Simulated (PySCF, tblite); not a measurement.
# C3H10OSSi2: geometry, infrared bands and NMR shifts

Wanted: the infrared bands and NMR shifts of C3H10OSSi2 (`OC/C=C\[SiH2]S[SiH3]`), by calculation.

Programs: tblite 0.8.0 and PySCF 2.14.0, with density-fitted response routines of our own. Each step states its level of theory. These are calculated values for one molecule in the gas phase, unless marked as measured. Atoms count from 0, in the outputs and in this text.

## 1. Starting geometry

17 atoms, charge 0, multiplicity 1; geometry from: force field or distance geometry start.

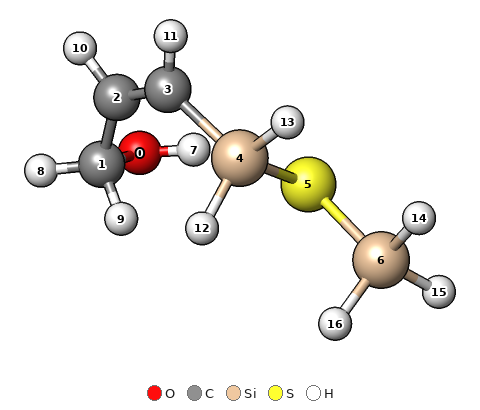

As it starts; oxygen red, carbon grey, silicon light orange, sulfur yellow, hydrogen white, atoms numbered.

## 2. Relaxing the molecule with GFN2-xTB

What the job is given:

```
{"job": {"kind": "relax", "xc": "GFN2-xTB", "basis": "xTB"}, "charge": 0, "multiplicity": 1}
O     -2.377200    -1.622600    -0.468500
C     -2.426100    -0.233900    -0.168400
C     -1.917600     0.515300    -1.347900
C     -0.701100     1.035900    -1.570100
Si     0.794500     0.933600    -0.500300
S      1.187100    -1.144700    -0.211900
Si     2.925600    -0.796800     0.985300
H     -1.442200    -1.833900    -0.626900
H     -3.451100     0.041600     0.058700
H     -1.842100    -0.058300     0.752600
H     -2.676000     0.648900    -2.136300
H     -0.517400     1.547900    -2.493000
H      0.529500     1.581500     0.810500
H      1.945500     1.573300    -1.198600
H      3.929000    -0.041500     0.201900
H      3.487300    -2.107700     1.407500
H      2.545300    -0.026400     2.201300
```

Launch:

```bash
$ OMP_NUM_THREADS=1 python probes_run.py task.json out
```

This one command runs all jobs of the session in turn.

**Question.** This job is followed by: GFN2-xTB harmonic vibrations, gas phase; GIAO PBE0/pcSseg-1 NMR shielding, non-relativistic, gas phase. Predict these results of the whole session: strongest single infrared mode (GFN2-xTB); zero-point energy (GFN2-xTB); 13C shifts against TMS (PBE0/pcSseg-1); 1H shifts against TMS (PBE0/pcSseg-1, means over atoms taken as alike); 17O shifts against H2O (PBE0/pcSseg-1); 29Si shifts against TMS (PBE0/pcSseg-1); 33S shifts against CS2 (PBE0/pcSseg-1).

As calculated:

```
                                                              quantity                                   value
                             strongest single infrared mode (GFN2-xTB)                    800 cm⁻¹, 496 km/mol
                                          zero-point energy (GFN2-xTB)                           73.1 kcal/mol
                                13C shifts against TMS (PBE0/pcSseg-1)                  165.4, 128.8, 66.7 ppm
1H shifts against TMS (PBE0/pcSseg-1, means over atoms taken as alike)  7.40, 6.21, 5.08, 4.66, 4.41, 1.51 ppm
                                17O shifts against H2O (PBE0/pcSseg-1)                                48.7 ppm
                               29Si shifts against TMS (PBE0/pcSseg-1)                        -42.8, -59.3 ppm
                                33S shifts against CS2 (PBE0/pcSseg-1)                                -317 ppm
```

In words: The optimisation took 88 steps and gained 0.231 eV; among the close pairs (by a distance rule), Si6–H15 changed most, from 1.487 to 1.450 Å. No mode is imaginary among the 45: a minimum at this level. The strongest single mode, at 800 cm⁻¹, is spread over several atoms, H13, H12, H14, H16 among them. GFN2-xTB is a fitted tight-binding method: band positions and strengths are rough. Its intensities can rank the bands wrongly. At PBE0/pcSseg-1: The largest span, 265 ppm, is at C2, where the paramagnetic term is -235 ppm.
